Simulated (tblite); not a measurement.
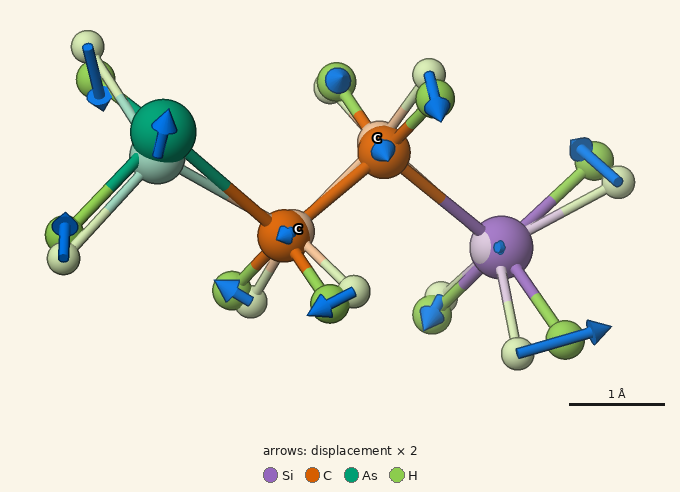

A relaxation of C2H9AsSi. The starting structure is drawn faded, the final one solid; blue arrows show the displacements, magnified 2 times. The two geometries are superimposed by the best rigid fit.

The picture is a ball-and-stick view, seen at a tilt.

All numbers below come from tblite, GFN2-xTB geometry optimisation, gas phase. 

> Describe the change and its energy.

The energy falls by 1.268 eV in 91 geometry steps. An H atom moves most after the best rigid fit: 0.54 Å. Largest moves by element: H 0.54 Å, As 0.30 Å, C 0.19 Å, Si 0.06 Å. Near-neighbour distances that change, for instance: As–C 1.915 → 1.992 Å, As–H 1.553 → 1.505 Å, C–Si 1.860 → 1.901 Å, C–H 1.127 → 1.092 Å. Bond angles that change, for instance: H–As–H 111.7° → 89.2°, C–As–H 114.1° → 94.1°, C–As–H 111.0° → 94.4°. Groups turn about C–Si by about 25°.
